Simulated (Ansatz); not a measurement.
# RbPbO: a short molecular-dynamics run, part 2 of 2

Aim: set RbPbO (an element-swapped structure, 6 atoms, not relaxed) in motion for 60 steps of 3 fs under a Langevin thermostat at 600 K, and see how temperature, energy and positions respond.

Ansatz 0.2.0; DFT PBE, plane waves, PAW, scalar-relativistic, no spin polarisation. The steps go on from the part before.

### Step 3. More of the same log

Output, continued:

```text
SCF 3 converged in 11 iterations: F = -31480.512798 eV  dr2 = 2.34e-12
md step     2: t =     6.00 fs  T =   602.5 K  F+E_penalty+E_count = -31480.51279785 eV  E_kin = 0.467287 eV  (11 SCF iters)
[... from here on, the SCF cycles and remarks between the steps are left out ...]
md step     3: t =     9.00 fs  T =   582.0 K  F+E_penalty+E_count = -31480.49609462 eV  E_kin = 0.451412 eV  (11 SCF iters)
md step     4: t =    12.00 fs  T =   444.1 K  F+E_penalty+E_count = -31480.47424431 eV  E_kin = 0.344427 eV  (11 SCF iters)
md step     5: t =    15.00 fs  T =   368.8 K  F+E_penalty+E_count = -31480.44938181 eV  E_kin = 0.286055 eV  (9 SCF iters)
md step     6: t =    18.00 fs  T =   414.2 K  F+E_penalty+E_count = -31480.42313411 eV  E_kin = 0.321225 eV  (9 SCF iters)
md step     7: t =    21.00 fs  T =   458.9 K  F+E_penalty+E_count = -31480.40363246 eV  E_kin = 0.355874 eV  (9 SCF iters)
md step     8: t =    24.00 fs  T =   447.4 K  F+E_penalty+E_count = -31480.39474485 eV  E_kin = 0.346982 eV  (8 SCF iters)
md step     9: t =    27.00 fs  T =   448.8 K  F+E_penalty+E_count = -31480.39015562 eV  E_kin = 0.348041 eV  (8 SCF iters)
md step    10: t =    30.00 fs  T =   582.4 K  F+E_penalty+E_count = -31480.39093811 eV  E_kin = 0.451658 eV  (10 SCF iters)
md step    11: t =    33.00 fs  T =   477.8 K  F+E_penalty+E_count = -31480.40106607 eV  E_kin = 0.370560 eV  (9 SCF iters)
md step    12: t =    36.00 fs  T =   565.3 K  F+E_penalty+E_count = -31480.41838093 eV  E_kin = 0.438444 eV  (8 SCF iters)
md step    13: t =    39.00 fs  T =   570.6 K  F+E_penalty+E_count = -31480.43690042 eV  E_kin = 0.442521 eV  (8 SCF iters)
md step    14: t =    42.00 fs  T =   622.8 K  F+E_penalty+E_count = -31480.45257445 eV  E_kin = 0.483052 eV  (9 SCF iters)
md step    15: t =    45.00 fs  T =   620.4 K  F+E_penalty+E_count = -31480.46667125 eV  E_kin = 0.481124 eV  (9 SCF iters)
md step    16: t =    48.00 fs  T =   729.2 K  F+E_penalty+E_count = -31480.48098316 eV  E_kin = 0.565526 eV  (9 SCF iters)
md step    17: t =    51.00 fs  T =   752.7 K  F+E_penalty+E_count = -31480.49102152 eV  E_kin = 0.583794 eV  (9 SCF iters)
md step    18: t =    54.00 fs  T =   681.7 K  F+E_penalty+E_count = -31480.49415105 eV  E_kin = 0.528685 eV  (9 SCF iters)
md step    19: t =    57.00 fs  T =   803.4 K  F+E_penalty+E_count = -31480.49297993 eV  E_kin = 0.623106 eV  (9 SCF iters)
md step    20: t =    60.00 fs  T =   748.1 K  F+E_penalty+E_count = -31480.48382140 eV  E_kin = 0.580216 eV  (11 SCF iters)
md step    21: t =    63.00 fs  T =   877.5 K  F+E_penalty+E_count = -31480.46220089 eV  E_kin = 0.680551 eV  (9 SCF iters)
md step    22: t =    66.00 fs  T =   918.2 K  F+E_penalty+E_count = -31480.43120532 eV  E_kin = 0.712086 eV  (9 SCF iters)
md step    23: t =    69.00 fs  T =   894.3 K  F+E_penalty+E_count = -31480.40213511 eV  E_kin = 0.693594 eV  (9 SCF iters)
md step    24: t =    72.00 fs  T =   809.4 K  F+E_penalty+E_count = -31480.37586403 eV  E_kin = 0.627764 eV  (9 SCF iters)
md step    25: t =    75.00 fs  T =   733.5 K  F+E_penalty+E_count = -31480.35199750 eV  E_kin = 0.568878 eV  (9 SCF iters)
md step    26: t =    78.00 fs  T =   767.2 K  F+E_penalty+E_count = -31480.32967050 eV  E_kin = 0.595003 eV  (10 SCF iters)
md step    27: t =    81.00 fs  T =   730.2 K  F+E_penalty+E_count = -31480.30943457 eV  E_kin = 0.566323 eV  (9 SCF iters)
md step    28: t =    84.00 fs  T =   728.9 K  F+E_penalty+E_count = -31480.30150664 eV  E_kin = 0.565294 eV  (10 SCF iters)
md step    29: t =    87.00 fs  T =   814.5 K  F+E_penalty+E_count = -31480.30150927 eV  E_kin = 0.631711 eV  (10 SCF iters)
md step    30: t =    90.00 fs  T =   636.6 K  F+E_penalty+E_count = -31480.29714796 eV  E_kin = 0.493743 eV  (12 SCF iters)
md step    31: t =    93.00 fs  T =   555.4 K  F+E_penalty+E_count = -31480.28803924 eV  E_kin = 0.430782 eV  (10 SCF iters)
md step    32: t =    96.00 fs  T =   521.3 K  F+E_penalty+E_count = -31480.28153934 eV  E_kin = 0.404281 eV  (10 SCF iters)
md step    33: t =    99.00 fs  T =   534.5 K  F+E_penalty+E_count = -31480.27523267 eV  E_kin = 0.414572 eV  (10 SCF iters)
md step    34: t =   102.00 fs  T =   514.6 K  F+E_penalty+E_count = -31480.26801982 eV  E_kin = 0.399103 eV  (10 SCF iters)
md step    35: t =   105.00 fs  T =   546.6 K  F+E_penalty+E_count = -31480.26216110 eV  E_kin = 0.423908 eV  (10 SCF iters)
md step    36: t =   108.00 fs  T =   564.3 K  F+E_penalty+E_count = -31480.25575245 eV  E_kin = 0.437618 eV  (10 SCF iters)
md step    37: t =   111.00 fs  T =   504.9 K  F+E_penalty+E_count = -31480.24604077 eV  E_kin = 0.391553 eV  (10 SCF iters)
md step    38: t =   114.00 fs  T =   598.2 K  F+E_penalty+E_count = -31480.23309973 eV  E_kin = 0.463968 eV  (10 SCF iters)
md step    39: t =   117.00 fs  T =   628.9 K  F+E_penalty+E_count = -31480.21383905 eV  E_kin = 0.487748 eV  (9 SCF iters)
md step    40: t =   120.00 fs  T =   460.7 K  F+E_penalty+E_count = -31480.19053994 eV  E_kin = 0.357282 eV  (11 SCF iters)
md step    41: t =   123.00 fs  T =   563.7 K  F+E_penalty+E_count = -31480.17299334 eV  E_kin = 0.437181 eV  (8 SCF iters)
md step    42: t =   126.00 fs  T =   510.3 K  F+E_penalty+E_count = -31480.15494371 eV  E_kin = 0.395803 eV  (9 SCF iters)
md step    43: t =   129.00 fs  T =   511.5 K  F+E_penalty+E_count = -31480.12812174 eV  E_kin = 0.396694 eV  (9 SCF iters)
md step    44: t =   132.00 fs  T =   454.6 K  F+E_penalty+E_count = -31480.09216917 eV  E_kin = 0.352532 eV  (9 SCF iters)
md step    45: t =   135.00 fs  T =   451.0 K  F+E_penalty+E_count = -31480.05524870 eV  E_kin = 0.349781 eV  (9 SCF iters)
md step    46: t =   138.00 fs  T =   525.2 K  F+E_penalty+E_count = -31480.03651403 eV  E_kin = 0.407304 eV  (9 SCF iters)
md step    47: t =   141.00 fs  T =   530.1 K  F+E_penalty+E_count = -31480.03793584 eV  E_kin = 0.411134 eV  (9 SCF iters)
md step    48: t =   144.00 fs  T =   572.8 K  F+E_penalty+E_count = -31480.05476396 eV  E_kin = 0.444278 eV  (8 SCF iters)
md step    49: t =   147.00 fs  T =   596.6 K  F+E_penalty+E_count = -31480.08487649 eV  E_kin = 0.462661 eV  (9 SCF iters)
md step    50: t =   150.00 fs  T =   652.0 K  F+E_penalty+E_count = -31480.12128234 eV  E_kin = 0.505642 eV  (10 SCF iters)
md step    51: t =   153.00 fs  T =   593.1 K  F+E_penalty+E_count = -31480.14865739 eV  E_kin = 0.459965 eV  (8 SCF iters)
md step    52: t =   156.00 fs  T =   643.9 K  F+E_penalty+E_count = -31480.16148467 eV  E_kin = 0.499369 eV  (9 SCF iters)
md step    53: t =   159.00 fs  T =   456.2 K  F+E_penalty+E_count = -31480.16518524 eV  E_kin = 0.353820 eV  (9 SCF iters)
md step    54: t =   162.00 fs  T =   477.6 K  F+E_penalty+E_count = -31480.17455330 eV  E_kin = 0.370437 eV  (9 SCF iters)
md step    55: t =   165.00 fs  T =   531.9 K  F+E_penalty+E_count = -31480.18870892 eV  E_kin = 0.412496 eV  (9 SCF iters)
md step    56: t =   168.00 fs  T =   502.8 K  F+E_penalty+E_count = -31480.20312913 eV  E_kin = 0.389957 eV  (8 SCF iters)
md step    57: t =   171.00 fs  T =   605.6 K  F+E_penalty+E_count = -31480.22425444 eV  E_kin = 0.469662 eV  (8 SCF iters)
md step    58: t =   174.00 fs  T =   690.7 K  F+E_penalty+E_count = -31480.24256429 eV  E_kin = 0.535714 eV  (9 SCF iters)
md step    59: t =   177.00 fs  T =   716.5 K  F+E_penalty+E_count = -31480.24648508 eV  E_kin = 0.555691 eV  (9 SCF iters)
iter 1 solved again at ethr=2.51e-5 eV; its pass at ethr=3.10e-3 eV (dr2=1.46e-2 eV) is discarded
SCF iter   1: F=—  HF=-31480.240501 eV  |F-HF|=—  |Δ(HF+E_count)|=         —  Δρ=2.67e-3  dr2=1.44e-2  ethr=2.51e-5  ⟨swp⟩=1.2  Hψ=1025  notcnv=0
preconditioner: auto → Resta (q_TF=auto, 2.304 Å⁻¹)  ε∞=3.4  [insulator: Δε(μ)=0.287 eV  Ē_g=14.063 eV  σ=0.150 eV  W_gap=0.63  n_scr=38 (ndim 8)  ℏωp=21.6 eV  f_vac=0.000  D(μ)=4.10/eV (n_scr^D=30)  ε∞_Penn≈3.4]
SCF iter   2: F=—  HF=-31480.238219 eV  |F-HF|=—  |Δ(HF+E_count)|=   2.28e-3  S|Δr|=    0.00e0  Δρ=1.12e-3  dr2=1.30e-3  ethr=2.48e-5  ⟨swp⟩=2.0  Hψ=201  notcnv=0
SCF iter   3: F=—  HF=-31480.238117 eV  |F-HF|=—  |Δ(HF+E_count)|=   1.02e-4  S|Δr|=    0.00e0  Δρ=4.72e-4  dr2=2.35e-4  ethr=2.24e-6  ⟨swp⟩=2.2  Hψ=241  notcnv=0
SCF iter   4: F=—  HF=-31480.238142 eV  |F-HF|=—  |Δ(HF+E_count)|=   2.47e-5  S|Δr|=    0.00e0  Δρ=1.10e-4  dr2=2.60e-5  ethr=4.04e-7  ⟨swp⟩=2.8  Hψ=293  notcnv=0
SCF iter   5: F=—  HF=-31480.238167 eV  |F-HF|=—  |Δ(HF+E_count)|=   2.51e-5  S|Δr|=    0.00e0  Δρ=3.01e-5  dr2=3.72e-6  ethr=4.49e-8  ⟨swp⟩=2.6  Hψ=278  notcnv=0
SCF iter   6: F=—  HF=-31480.238154 eV  |F-HF|=—  |Δ(HF+E_count)|=   1.30e-5  S|Δr|=    0.00e0  Δρ=1.02e-5  dr2=2.68e-7  ethr=6.41e-9  ⟨swp⟩=2.8  Hψ=294  notcnv=0
SCF iter   7: F=—  HF=-31480.238154 eV  |F-HF|=—  |Δ(HF+E_count)|=   8.07e-8  S|Δr|=    0.00e0  Δρ=3.31e-6  dr2=2.46e-8  ethr=4.62e-10  ⟨swp⟩=2.6  Hψ=305  notcnv=0
SCF iter   8: F=—  HF=-31480.238154 eV  |F-HF|=—  |Δ(HF+E_count)|=   3.64e-9  S|Δr|=    0.00e0  Δρ=9.33e-7  dr2=1.51e-9  ethr=4.24e-11  ⟨swp⟩=3.0  Hψ=330  notcnv=0
SCF iter   9: F=—  HF=-31480.238154 eV  |F-HF|=—  |Δ(HF+E_count)|=  3.27e-10  S|Δr|=    0.00e0  Δρ=2.85e-7  dr2=1.68e-10  ethr=2.60e-12  ⟨swp⟩=2.0  Hψ=311  notcnv=0
SCF iter  10: F=—  HF=-31480.238154 eV  |F-HF|=—  |Δ(HF+E_count)|=  1.09e-11  S|Δr|=    0.00e0  Δρ=8.45e-8  dr2=1.82e-11  ethr=1.00e-12  ⟨swp⟩=2.0  Hψ=301  notcnv=0
SCF iter  11: F=-31480.238154 eV  HF=-31480.238154 eV  |F-HF|=3.64e-12  |Δ(HF+E_count)|=  1.82e-11  S|Δr|=    0.00e0  Δρ=2.66e-8  dr2=3.25e-12  ethr=1.00e-12  ⟨swp⟩=6.4  Hψ=813  notcnv=0
SCF 61 converged in 11 iterations: F = -31480.238154 eV  dr2 = 3.25e-12
md step    60: t =   180.00 fs  T =   681.1 K  F+E_penalty+E_count = -31480.23815399 eV  E_kin = 0.528207 eV  (11 SCF iters)
NSCF: frozen V_eff on 5 k-points
the band table was solved once a step of the walk had ended and its energy, with any forces and stress, was formed, with the checks that follow a solve (704 applications of the Hamiltonian). They found nothing against the state; the energy, forces and stress were not computed again (output.eigenvalues in the input reference)
SCF converged after 11 iterations
Stability not checked: this state was not tested for a lower state beside it, because cold or Methfessel-Paxton smearing, or corrected tetrahedra, fill the levels in a way that the test cannot read (fill_not_monotonic; see scf.lower_state_search)
Free energy (F): -31480.238154 eV
Harris-Foulkes:  -31480.238154 eV  (|F-HF|=3.64e-12)
Internal energy: -31480.226716 eV  (E = F + TS)
E sigma→0 (E₀):  -31480.234341 eV
Entropy (-TS):   -0.011438 eV (-1.906 meV/atom)
Fermi energy:    8.798315 eV
--- Per-component energies (eV) ---
  E_band       = -285.552803
  E_kinetic    = 1315.787632
  E_local      = -6113.485381  (includes V_loc(G=0)·N_el)
  E_nonlocal   = 1145.947982
  E_hartree    = 2455.606887
  E_xc         = -851.320078
  E_vxc        = -728.643893  (∫ρ·V_xc dr)
  E_paw        = -26364.362941  (= ΣΔE_a)
  E_vpaw       = -816.377656  (= ΣTr[D̂ρ^β])
  E_aug_tail   = 0.004813  (compensation charges beyond the density's cutoff)
  E_ewald      = -3068.405629
  E_smearing   = -0.011438  (= −TS)
  E_closure    = -0.000000  (closes the sum)
  Σ components = -31480.238154   (vs F -31480.238154, Δ=0.00e0)
--- Forces (eV/Å), atoms counted from 1 ---
  atom   1  Pb     1.14808228     0.36087251     0.18655966
  atom   2  Pb    -0.50673119     0.01800986     0.53867467
  atom   3  O     -0.81707684    -0.03560352    -0.46296380
  atom   4  O      0.36675643    -0.12543965    -0.33118880
  atom   5  Rb     0.02609927     0.26427800    -0.01913189
  atom   6  Rb    -0.21712997    -0.48211704     0.08805340
  max |Σ_I F_I| component: 3.24e-6 eV/Å
--- Band table (eV; the first three rows and the last of 5) ---
  k-point 0: bands = ["-20.2644", "-20.2073", "-11.2144", "-10.7901", "-9.1180", "-9.0936", "-9.0598", "-9.0172", "-9.0082", "-8.9195", "-8.8961", "-8.8287", "-8.8011", "-7.5934", "-4.6814", "-4.3717", "-4.3244", "-4.2223", "-4.1770", "-4.1669", "-0.5893", "0.8701", "2.7427", "2.9864", "5.0025", "5.0864", "5.2053", "6.0285", "6.9599", "8.2815", "10.1089", "10.1829", "10.7512", "10.9927", "11.4227"]
  k-point 1: bands = ["-20.2471", "-20.1959", "-11.0963", "-10.7796", "-9.1008", "-9.0669", "-9.0316", "-9.0240", "-8.9742", "-8.8996", "-8.8733", "-8.8208", "-8.6066", "-7.9220", "-4.6610", "-4.5893", "-4.4479", "-4.2884", "-4.2148", "-4.1594", "-0.6056", "0.2468", "3.0329", "3.3084", "4.3270", "4.5367", "5.1832", "6.0234", "8.1577", "9.1954", "9.5203", "10.0162", "10.7703", "11.1942", "11.4739"]
  k-point 2: bands = ["-20.2365", "-20.2057", "-11.1493", "-10.7462", "-9.1084", "-9.0584", "-9.0421", "-9.0125", "-8.9646", "-8.9010", "-8.8756", "-8.8079", "-8.6155", "-7.9216", "-4.7251", "-4.6445", "-4.3932", "-4.2525", "-4.1855", "-4.1625", "-0.5924", "0.3458", "3.0488", "3.2721", "4.3029", "4.5126", "5.0639", "6.0413", "8.0775", "9.2573", "9.7017", "10.0139", "10.8262", "11.2733", "11.4780"]
  k-point 4: bands = ["-20.2211", "-20.1932", "-11.0378", "-10.7611", "-9.0739", "-9.0455", "-9.0193", "-8.9765", "-8.9405", "-8.8999", "-8.8691", "-8.8335", "-8.4304", "-8.0550", "-4.6582", "-4.5876", "-4.4759", "-4.3934", "-4.3402", "-4.2047", "-1.0510", "-0.5286", "2.8564", "3.8062", "4.4894", "4.8743", "5.5195", "5.6678", "8.7483", "9.0405", "9.5984", "9.9300", "10.5878", "10.8158", "11.0824"]
--- MD trajectory: 60 steps, t = 0.0 → 180.0 fs ---
  final state: T = 681.1 K   F+E_penalty+E_count = -31480.23815399 eV   E_kin = 0.528207 eV
```

It took 42 s on 2 threads of an x86-64 CPU, shared host; peak memory 0.47 GiB.

### Step 4. What the atoms did

One step in 3; energies are changes from step 0; msd is the mean square displacement from the start, the centre of mass held:

```tsv
time (fs)	T (K)	potential energy change (meV/atom)	msd Rb (Å²)	msd Pb (Å²)	msd O (Å²)
0.0	500	0.0	0.000	0.000	0.000
9.0	582	4.8	0.001	0.000	0.011
18.0	414	17.0	0.002	0.002	0.034
27.0	449	22.5	0.003	0.004	0.053
36.0	565	17.8	0.005	0.007	0.064
45.0	620	9.7	0.008	0.012	0.061
54.0	682	5.2	0.014	0.019	0.051
63.0	877	10.5	0.020	0.026	0.046
72.0	809	24.9	0.027	0.036	0.049
81.0	730	35.9	0.036	0.045	0.056
90.0	637	38.0	0.047	0.053	0.055
99.0	535	41.6	0.057	0.058	0.055
108.0	564	44.9	0.067	0.061	0.049
117.0	629	51.9	0.078	0.063	0.046
126.0	510	61.7	0.092	0.066	0.049
135.0	451	78.3	0.111	0.066	0.054
144.0	573	78.4	0.139	0.066	0.047
153.0	593	62.7	0.173	0.062	0.035
162.0	478	58.4	0.202	0.058	0.027
171.0	606	50.1	0.227	0.052	0.021
180.0	681	47.8	0.253	0.048	0.030
```

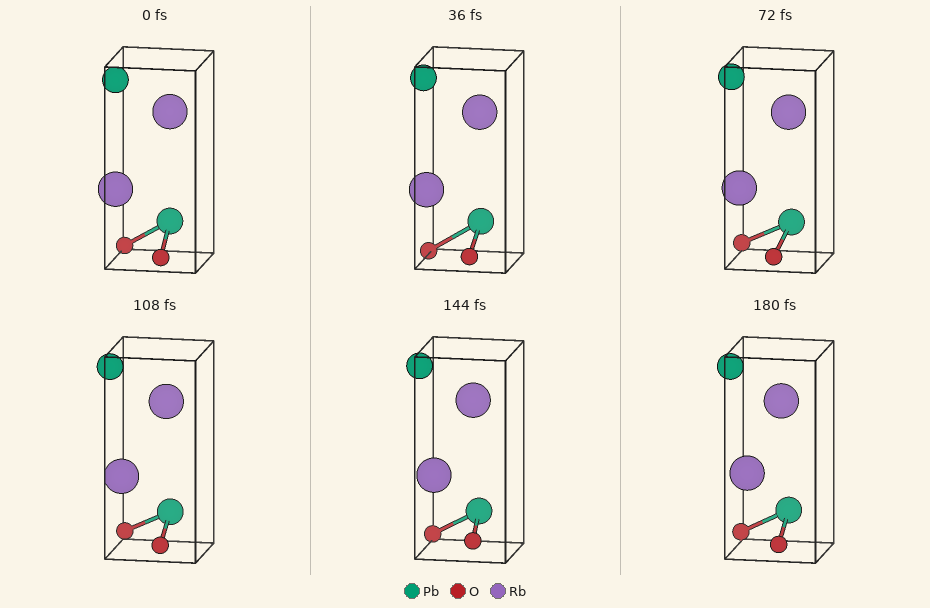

Six frames of the run, seen slightly off an axis. Each atom of the cell is drawn once. Atoms are followed across the cell's faces. Sticks are the contacts of the first frame, kept unless stretched by 40 %.

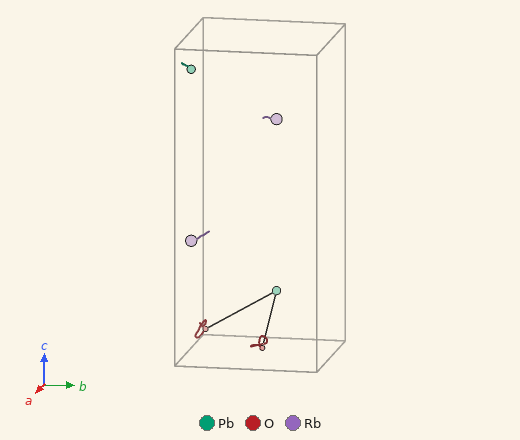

The track of every atom over the whole run, drawn from its starting place (pale balls).

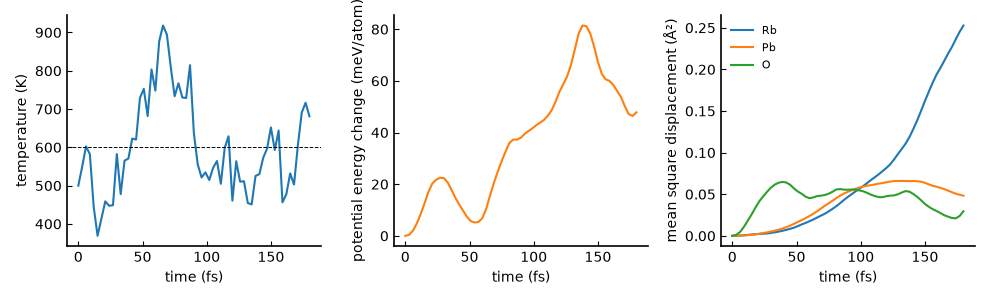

Time series of the run, each on its own scale. The dashed line is the set temperature.

### Step 5. Frames from the trajectory

Positions (Å) and forces (eV/Å):

```xyz
6
Lattice="4.146 0.000 0.000 0.000 4.146 0.000 0.000 0.000 9.298" Properties=species:S:1:pos:R:3:forces:R:3 pbc="T T T" time_fs=24.0 T=447 dE=0.1304
Pb    0.024    2.107    1.217    0.025   -0.231   -1.322
Pb    2.093   -0.051    8.140    0.635    0.170    0.035
O     0.130   -0.175   -0.222   -0.835    0.345    0.721
O     2.126    2.058   -0.025    0.168   -0.388    0.262
Rb    0.001    2.068    6.240   -0.025   -0.049   -0.155
Rb    2.055    0.016    3.004    0.032    0.153    0.459
6
Lattice="4.146 0.000 0.000 0.000 4.146 0.000 0.000 0.000 9.298" Properties=species:S:1:pos:R:3:forces:R:3 pbc="T T T" time_fs=45.0 T=620 dE=0.0584
Pb    0.003    2.126    1.196    0.297   -0.622   -0.308
Pb    2.143   -0.105    8.189   -0.080    0.176    0.001
O     0.086   -0.275   -0.181   -0.138    0.670    0.325
O     2.139    1.981    0.094   -0.091   -0.305   -0.206
Rb   -0.032    2.049    6.215    0.080   -0.058   -0.139
Rb    2.073    0.078    3.056   -0.068    0.139    0.327
6
Lattice="4.146 0.000 0.000 0.000 4.146 0.000 0.000 0.000 9.298" Properties=species:S:1:pos:R:3:forces:R:3 pbc="T T T" time_fs=66.0 T=918 dE=0.0939
Pb   -0.054    2.135    1.165    0.726   -1.104    0.429
Pb    2.197   -0.149    8.228   -0.701   -0.171   -0.300
O     0.009   -0.173    0.030    0.607    0.464   -0.192
O     2.181    1.788    0.052   -0.611    0.771    0.006
Rb   -0.022    2.016    6.208    0.151    0.016   -0.145
Rb    2.081    0.158    3.103   -0.173    0.024    0.201
6
Lattice="4.146 0.000 0.000 0.000 4.146 0.000 0.000 0.000 9.298" Properties=species:S:1:pos:R:3:forces:R:3 pbc="T T T" time_fs=90.0 T=637 dE=0.2280
Pb   -0.126    2.092    1.141    0.897   -0.184    0.946
Pb    2.264   -0.185    8.254   -0.599    0.050    0.115
O     0.107    0.011    0.281   -0.101   -0.653   -0.810
O     2.067    1.809    0.067   -0.117    0.885   -0.135
Rb   -0.018    1.962    6.231    0.134    0.051   -0.144
Rb    2.079    0.236    3.159   -0.215   -0.149    0.028
6
Lattice="4.146 0.000 0.000 0.000 4.146 0.000 0.000 0.000 9.298" Properties=species:S:1:pos:R:3:forces:R:3 pbc="T T T" time_fs=114.0 T=598 dE=0.2920
Pb   -0.151    2.048    1.157    0.479    0.390    0.642
Pb    2.294   -0.210    8.273   -0.813    0.844   -0.269
O     0.123    0.027    0.199   -0.639   -0.334   -0.412
O     1.862    2.091    0.077    0.979   -0.660    0.091
Rb   -0.004    1.893    6.261    0.163    0.007   -0.140
Rb    2.045    0.287    3.200   -0.168   -0.246    0.088
6
Lattice="4.146 0.000 0.000 0.000 4.146 0.000 0.000 0.000 9.298" Properties=species:S:1:pos:R:3:forces:R:3 pbc="T T T" time_fs=135.0 T=451 dE=0.4699
Pb   -0.149    2.013    1.177    0.320    0.209    0.677
Pb    2.314   -0.218    8.305   -2.481    0.619   -1.608
O    -0.065   -0.073    0.059    1.226    0.403    0.994
O     1.853    2.165    0.200    0.809   -0.987   -0.058
Rb    0.020    1.811    6.302    0.274    0.061   -0.191
Rb    2.030    0.341    3.217   -0.148   -0.305    0.187
6
Lattice="4.146 0.000 0.000 0.000 4.146 0.000 0.000 0.000 9.298" Properties=species:S:1:pos:R:3:forces:R:3 pbc="T T T" time_fs=156.0 T=644 dE=0.3636
Pb   -0.156    1.983    1.187    1.557    0.225    1.194
Pb    2.297   -0.220    8.298   -1.520    0.103   -0.392
O     0.009   -0.118    0.100    0.543    0.231    0.243
O     2.027    2.074    0.336   -0.591   -0.280   -1.000
Rb    0.057    1.731    6.300    0.227    0.127   -0.141
Rb    2.048    0.438    3.289   -0.216   -0.406    0.096
6
Lattice="4.146 0.000 0.000 0.000 4.146 0.000 0.000 0.000 9.298" Properties=species:S:1:pos:R:3:forces:R:3 pbc="T T T" time_fs=180.0 T=681 dE=0.2870
Pb   -0.158    1.986    1.222    1.148    0.361    0.187
Pb    2.272   -0.195    8.269   -0.507    0.018    0.539
O     0.237   -0.119    0.219   -0.817   -0.036   -0.463
O     2.031    1.968    0.127    0.367   -0.125   -0.331
Rb    0.114    1.704    6.291    0.026    0.264   -0.019
Rb    2.071    0.534    3.353   -0.217   -0.482    0.088
```

### Step 6. Summary of results

The summary covers parts 1 to 2.

| quantity | value |
| --- | --- |
| length | 60 steps of 3 fs |
| temperature, first and last step | 500 and 681 K |
| temperature, second half | mean 559 K, from 451 to 717 K |
| potential energy, second half | +57 meV/atom from the start |
| mean square displacement, second half | Rb 0.130, Pb 0.060, O 0.042 Å² |

What this shows: Against a set 600 K the second half averages 559 K with a spread of 71 K (in equilibrium 6 atoms would scatter by about 200 K, over a far longer run). No atom gets farther than 0.64 Å from its start, with the drift of the whole removed, against a typical distance of 2.4 Å between sites at the start. Settings off the usual here: kpoints.mp_grid.grid, accuracy, scf.convergence.dr2_threshold; they were drawn at random, not all are sound, and the numbers needn't be the system's own. A run of 180 fs with 6 atoms shows the motion but fixes no equilibrium value. The k-mesh is coarse.
